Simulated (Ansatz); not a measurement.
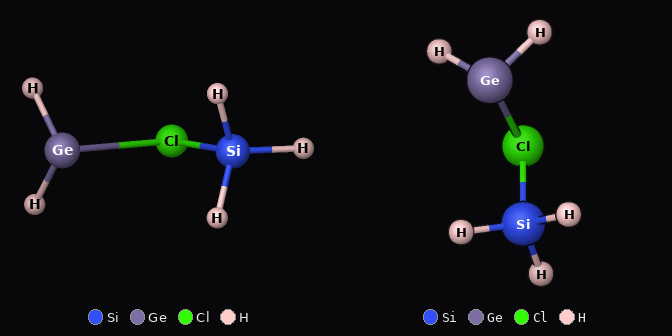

The same structure drawn twice, from different directions.

The computed structure is the end point of a PBE0-D4/def2-TZVP optimisation.

Question: Give the formula.

Answer: ClGeH₅Si, 8 atoms: 1 chlorine, 1 germanium, 5 hydrogen and 1 silicon.

Question: Count the bonded pairs by element.

Answer: 3 Si–H, 2 Ge–H, 1 Cl–Ge, 1 Cl–Si. Sticks follow a distance rule.

More results for the same structure follow; atom numbers are the same in all pictures, views and colours differ.

**Shape**

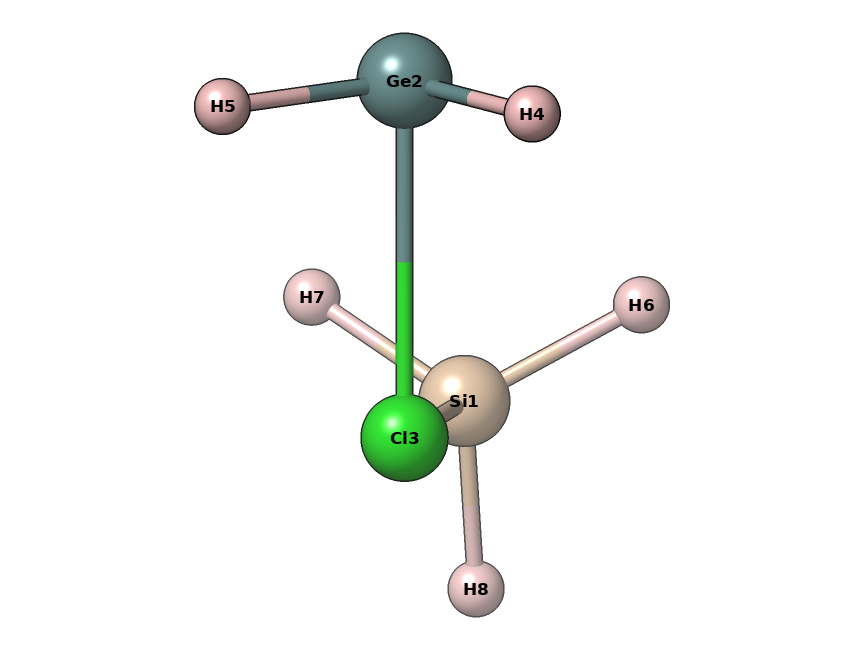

Si1 lies behind Cl3. The molecule seen a little off the Cl3–Si1 bond, Cl3 in front. Depth is shown by fading: the farther an atom, the more it takes the colour of the background.

Question: What is the torsion angle Ge2–Cl3–Si1–H6? The sign is positive where the front bond must turn clockwise to cover the back bond.

Answer: 61°, synclinal (gauche).

**Vibrations**

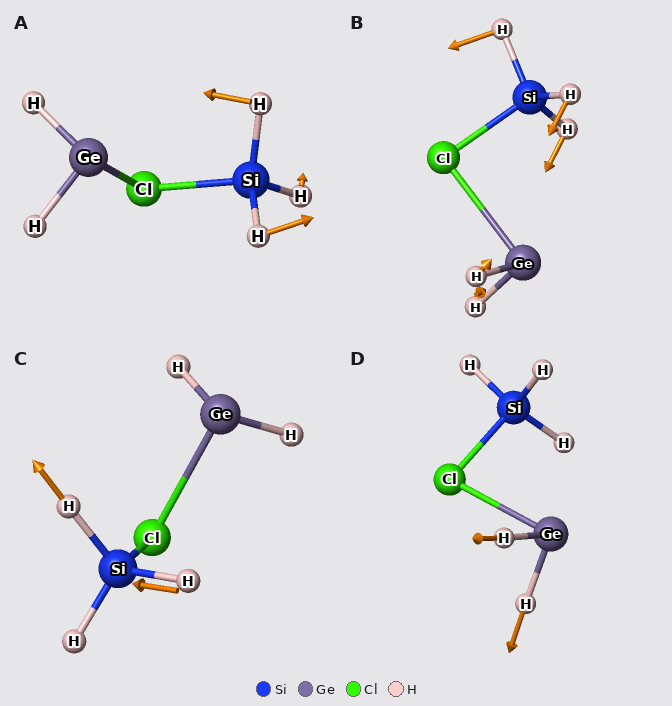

4 normal modes of one molecule or complex, as arrows. Harmonic vibrations computed with RKS PBE0-D4/def2-TZVP (Ansatz 0.2.0) at a stationary point of the same level.

Question: Match the panels to the wavenumbers 638 cm⁻¹, 917 cm⁻¹, 1934 cm⁻¹, 2298 cm⁻¹.

Answer: A: 638 cm⁻¹, Cl–Si–H bending
B: 917 cm⁻¹, angle bending
C: 2298 cm⁻¹, out-of-phase stretching of 2 Si–H bonds
D: 1934 cm⁻¹, in-phase stretching of 2 Ge–H bonds

**Dipole moment**

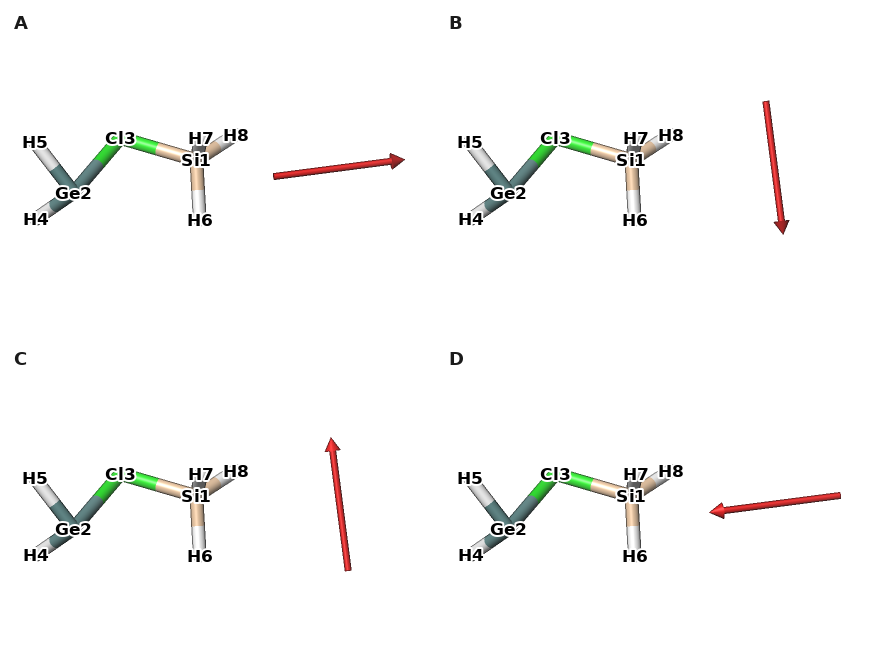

The same molecule four times, each with an arrow. Method: RKS PBE0-D4/def2-TZVP (Ansatz 0.2.0).

Question: Which arrow points along the dipole moment, from the negative to the positive end?

Answer: A. The dipole moment is 2.63 D; it points from the side of H4, H5 to the side of H8 (the outermost atoms at the two ends).

**Electronic properties**

Method: RKS BHLYP-D4/def2-TZVPP (Ansatz 0.2.0).

Question: What is the dispersion correction?

Answer: −26.4 kJ/mol.

**Charges**

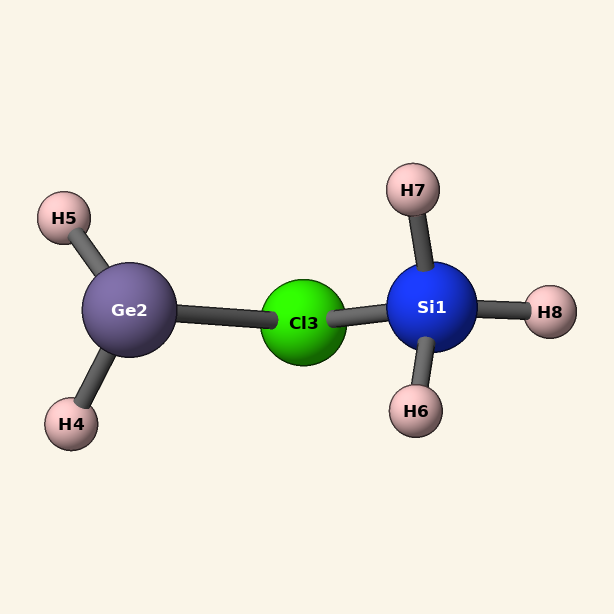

The questions are on Mulliken charges. Method: RKS PBE0-D4/def2-TZVP (Ansatz 0.2.0).

List the Mulliken charges.

```
atom  value (e)
 Si1       0.24
 Ge2      −0.10
 Cl3      −0.16
  H4      −0.02
  H5      −0.02
  H6       0.02
  H7       0.02
  H8       0.00
```

Mulliken values depend strongly on the basis set and can even reverse the polarity of a bond.
